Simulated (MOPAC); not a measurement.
**C2H3NO: geometry relaxation**

- system: C2H3NO, SMILES C1=NCO1
- method: PM6-DH2, closed shell, dispersion DH2, COSMO solvent acetonitrile (MOPAC 23.2.5)

The geometry comes from this level: GFN2-xTB.

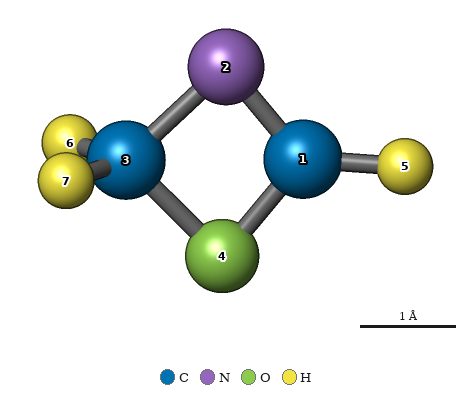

Figure 1. The starting structure (ball-and-stick view, seen at a tilt; atoms are numbered from 1 in the order of the input).

The input (run.py):
```python
from ase.calculators.mopac import MOPAC
from ase.optimize import BFGS
from ase import Atoms

mol = Atoms(
    ['C', 'N', 'C', 'O', 'H', 'H', 'H'],
    positions=[
        [-0.955230, 0.323200, -0.321320],
        [-0.417170, 0.500820, 0.828660],
        [0.720380, -0.230300, 0.278730],
        [0.009870, -0.364940, -0.970970],
        [-1.902180, 0.605750, -0.741190],
        [0.913920, -1.191680, 0.750300],
        [1.630410, 0.357150, 0.175790],
    ],
)
calc = MOPAC(label="job", method="PM6-DH2", task="1SCF GRADIENTS EPS=35.7 AUX(PRECISION=9) THREADS=1")
mol.calc = calc
opt = BFGS(mol, trajectory="opt.traj")
done = opt.run(fmax=0.05, steps=80)
print("converged:", done)
e = mol.get_potential_energy()
print("E =", round(e, 6), "eV")
print("forces (eV/A):")
for sym, f in zip(mol.get_chemical_symbols(), mol.get_forces()):
    print(f"{sym:2s} {f[0]:10.5f} {f[1]:10.5f} {f[2]:10.5f}")
print("dipole (e A):", mol.get_dipole_moment().round(4))
homo, lumo = calc.get_homo_lumo_levels()
print(f"HOMO {homo:.3f} eV, LUMO {lumo:.3f} eV, gap {lumo - homo:.3f} eV")
print("final positions (A):")
for atom in mol:
    print(f"{atom.symbol:2s} {atom.x:11.6f} {atom.y:11.6f} {atom.z:11.6f}")
```

Run as:
```bash
export ASE_MOPAC_COMMAND="mopac PREFIX.mop > /dev/null 2>&1"
python run.py
```

Log:
```
Step          Energy          fmax
BFGS:    0         0.784779        5.203788
BFGS:    1         0.624591        4.499171
BFGS:    2         0.426047        0.830115
BFGS:    3         0.399337        0.447514
BFGS:    4         0.381897        0.398208
BFGS:    5         0.376468        0.153981
BFGS:    6         0.375274        0.119198
BFGS:    7         0.373957        0.123392
BFGS:    8         0.373041        0.103548
BFGS:    9         0.373725        0.042414
converged: True
E = 0.373725 eV
forces (eV/A):
C     0.02916   -0.01525    0.00701
N     0.00109   -0.01207   -0.02457
C    -0.02426    0.01915    0.01040
O    -0.03754    0.01957   -0.00253
H     0.01907   -0.00382    0.00878
H     0.00699   -0.00698   -0.00028
H     0.00550   -0.00061    0.00118
dipole (e A): [ 0.0883 -0.133  -0.2509]
HOMO -11.258 eV, LUMO 0.050 eV, gap 11.308 eV
final positions (A):
C    -1.019034    0.355470   -0.315037
N    -0.424612    0.513587    0.856438
C     0.769382   -0.234248    0.329892
O    -0.007734   -0.361812   -0.984140
H    -1.947560    0.604954   -0.800330
H     0.948293   -1.232955    0.750501
H     1.681265    0.355005    0.162677
```

Trajectory as extended XYZ (Å, eV, eV/Å), 10 frames, from step=0 to step=9:
```
7
Properties=species:S:1:pos:R:3:forces:R:3 step=0 energy=0.78478
C    -0.9552    0.3232   -0.3213   -4.6250   1.4427  -1.8992
N    -0.4172    0.5008    0.8287    0.0952   1.2929   3.6135
C     0.7204   -0.2303    0.2787    3.4357  -0.7819   2.1760
O     0.0099   -0.3649   -0.9710    0.5060  -1.4633  -3.3070
H    -1.9022    0.6058   -0.7412   -0.2428  -0.0634  -0.4665
H     0.9139   -1.1917    0.7503    0.2398  -0.5944   0.0801
H     1.6304    0.3572    0.1758    0.5911   0.1673  -0.1968
7
Properties=species:S:1:pos:R:3:forces:R:3 step=1 energy=0.62459
C    -1.0213    0.3438   -0.3485    3.2684  -0.3720   3.0695
N    -0.4158    0.5193    0.8803   -0.8437  -0.9569  -3.6227
C     0.7695   -0.2415    0.3098   -1.0423   0.5665   0.2315
O     0.0171   -0.3858   -1.0182   -1.0007   0.9404   1.2887
H    -1.9056    0.6048   -0.7479   -1.4809   0.3264  -0.9680
H     0.9173   -1.2002    0.7514    0.2754  -0.8457   0.2176
H     1.6389    0.3595    0.1730    0.8239   0.3414  -0.2166
7
Properties=species:S:1:pos:R:3:forces:R:3 step=2 energy=0.42605
C    -0.9988    0.3426   -0.3237    0.0769  -0.0204   0.0351
N    -0.4232    0.5126    0.8531    0.1649  -0.2147  -0.3634
C     0.7651   -0.2375    0.3151   -0.1784   0.1404   0.1613
O     0.0089   -0.3795   -1.0115   -0.3432   0.3965   0.6436
H    -1.9193    0.6077   -0.7572   -0.5375   0.0703  -0.4815
H     0.9202   -1.2086    0.7535    0.2278  -0.5790   0.1450
H     1.6471    0.3628    0.1708    0.5895   0.2070  -0.1401
7
Properties=species:S:1:pos:R:3:forces:R:3 step=3 energy=0.39934
C    -0.9993    0.3430   -0.3236   -0.4006   0.1311  -0.1504
N    -0.4206    0.5095    0.8483    0.0322   0.0462   0.1756
C     0.7638   -0.2355    0.3190    0.2335  -0.0442   0.1604
O     0.0032   -0.3736   -1.0023   -0.0917   0.1111   0.1861
H    -1.9287    0.6089   -0.7657   -0.2930   0.0139  -0.3287
H     0.9241   -1.2188    0.7560    0.1781  -0.3118   0.0437
H     1.6574    0.3665    0.1683    0.3415   0.0536  -0.0868
7
Properties=species:S:1:pos:R:3:forces:R:3 step=4 energy=0.38190
C    -1.0069    0.3466   -0.3233   -0.3643   0.1386  -0.0815
N    -0.4200    0.5086    0.8468   -0.0391   0.1262   0.2995
C     0.7694   -0.2353    0.3262    0.1876  -0.0753   0.0381
O    -0.0027   -0.3676   -0.9937    0.0682  -0.0418  -0.0314
H    -1.9424    0.6102   -0.7792   -0.0497  -0.0340  -0.1544
H     0.9308   -1.2324    0.7585    0.1171  -0.0207  -0.0510
H     1.6719    0.3699    0.1646    0.0802  -0.0931  -0.0191
7
Properties=species:S:1:pos:R:3:forces:R:3 step=5 energy=0.37647
C    -1.0127    0.3497   -0.3223   -0.1133   0.0655   0.0288
N    -0.4209    0.5096    0.8487   -0.0403   0.0647   0.1338
C     0.7730   -0.2359    0.3292    0.0191  -0.0207  -0.0141
O    -0.0041   -0.3658   -0.9906    0.0299  -0.0136   0.0027
H    -1.9484    0.6103   -0.7866    0.0280  -0.0432  -0.0832
H     0.9350   -1.2375    0.7586    0.0872   0.0721  -0.0722
H     1.6782    0.3696    0.1630   -0.0105  -0.1247   0.0042
7
Properties=species:S:1:pos:R:3:forces:R:3 step=6 energy=0.37527
C    -1.0154    0.3515   -0.3210    0.0087   0.0212   0.0642
N    -0.4219    0.5107    0.8506   -0.0236   0.0183   0.0300
C     0.7737   -0.2362    0.3297   -0.0601   0.0212  -0.0188
O    -0.0044   -0.3652   -0.9891   -0.0159   0.0192   0.0343
H    -1.9498    0.6096   -0.7903    0.0427  -0.0396  -0.0562
H     0.9378   -1.2378    0.7574    0.0716   0.0720  -0.0625
H     1.6799    0.3675    0.1626   -0.0233  -0.1123   0.0090
7
Properties=species:S:1:pos:R:3:forces:R:3 step=7 energy=0.37396
C    -1.0180    0.3537   -0.3185    0.0988  -0.0196   0.0713
N    -0.4232    0.5122    0.8534   -0.0055  -0.0222  -0.0575
C     0.7730   -0.2359    0.3298   -0.1040   0.0500  -0.0030
O    -0.0050   -0.3640   -0.9868   -0.0642   0.0451   0.0423
H    -1.9501    0.6079   -0.7952    0.0466  -0.0285  -0.0229
H     0.9422   -1.2365    0.7548    0.0456   0.0456  -0.0381
H     1.6811    0.3627    0.1625   -0.0174  -0.0703   0.0079
7
Properties=species:S:1:pos:R:3:forces:R:3 step=8 energy=0.37304
C    -1.0192    0.3552   -0.3161    0.0914  -0.0297   0.0386
N    -0.4242    0.5133    0.8557    0.0030  -0.0286  -0.0647
C     0.7710   -0.2351    0.3297   -0.0768   0.0428   0.0143
O    -0.0063   -0.3627   -0.9848   -0.0710   0.0403   0.0193
H    -1.9490    0.6061   -0.7990    0.0367  -0.0142   0.0023
H     0.9463   -1.2343    0.7520    0.0199   0.0112  -0.0126
H     1.6815    0.3576    0.1625   -0.0032  -0.0217   0.0027
7
Properties=species:S:1:pos:R:3:forces:R:3 step=9 energy=0.37372
C    -1.0190    0.3555   -0.3150    0.0292  -0.0153   0.0070
N    -0.4246    0.5136    0.8564    0.0011  -0.0121  -0.0246
C     0.7694   -0.2342    0.3299   -0.0243   0.0192   0.0104
O    -0.0077   -0.3618   -0.9841   -0.0375   0.0196  -0.0025
H    -1.9476    0.6050   -0.8003    0.0191  -0.0038   0.0088
H     0.9483   -1.2330    0.7505    0.0070  -0.0070  -0.0003
H     1.6813    0.3550    0.1627    0.0055  -0.0006   0.0012
```

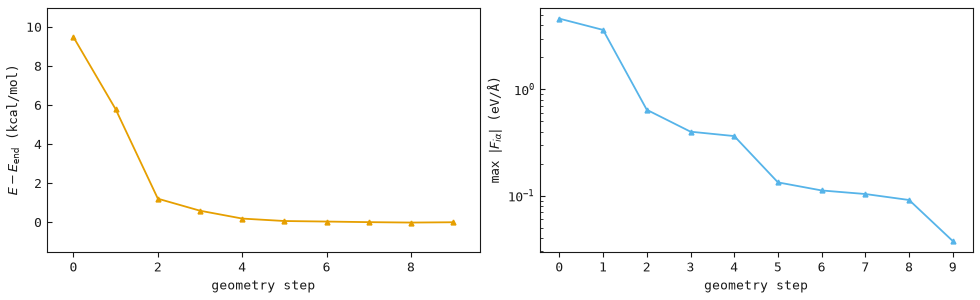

Figure 2. Progress of the relaxation, step by step (steps are counted from 0).

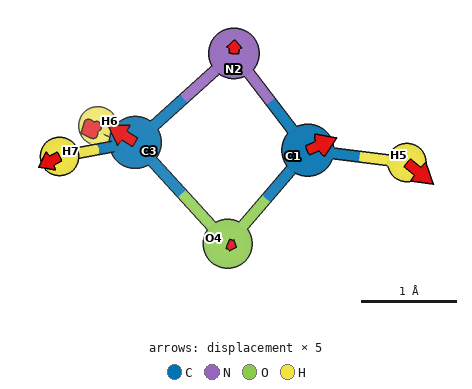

Figure 3. The starting structure with the displacements as red arrows, magnified 5 times (ball-and-stick view, seen at a tilt). The two geometries are laid on each other by the best rigid fit. H5 moves most after the best rigid fit: 0.075 Å. By element the largest moves are H 0.075 Å, C 0.072 Å, N 0.031 Å, O 0.022 Å. Distances before and after: C3–O4 1.444 → 1.532 Å, C1–O4 1.352 → 1.409 Å, N2–C3 1.460 → 1.504 Å, C1–N2 1.282 → 1.323 Å. Among the angles that change: N2–C1–H5 133.2° → 139.3°, C1–N2–C3 85.4° → 89.3°, O4–C1–H5 125.2° → 121.5°. The energy falls by 9.48 kcal/mol in 9 geometry steps. Largest force component: 4.6 eV/Å at the start, 0.038 eV/Å at the end. (Atoms are counted from 1 in the order of the input.)

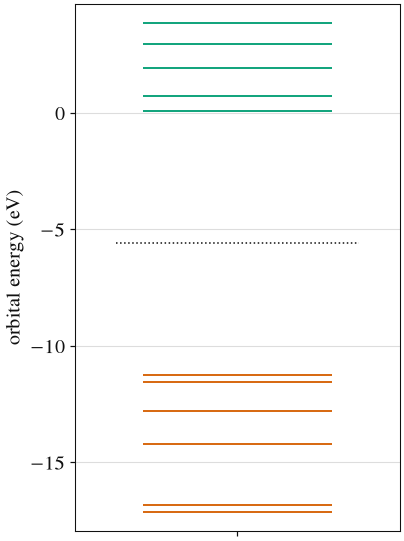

Figure 4. Orbital energies near the frontier; the dotted line parts filled from empty levels, and levels within 0.02 eV of each other stand side by side. Highest filled −11.26 eV, lowest empty 0.05 eV, 11.31 eV apart.

Summary:

| quantity | value |
| --- | --- |
| outcome | converged |
| total energy | −27.743108 hartree |
| dispersion energy | −0.000091 hartree |
| heat of formation | 8.62 kcal/mol |
| basis functions | 19 |
| largest force | 0.042 eV/Å |
| HOMO | −11.26 eV |
| LUMO | 0.05 eV |
| dipole moment | 1.43 D |
| hardware | 1 thread of Arm Neoverse N1, 54 GiB of memory available, shared host |
| wall time | 1.4 s |
| peak memory | 0.12 GiB |

Notes:

MOPAC's energies along a path are heats of formation.
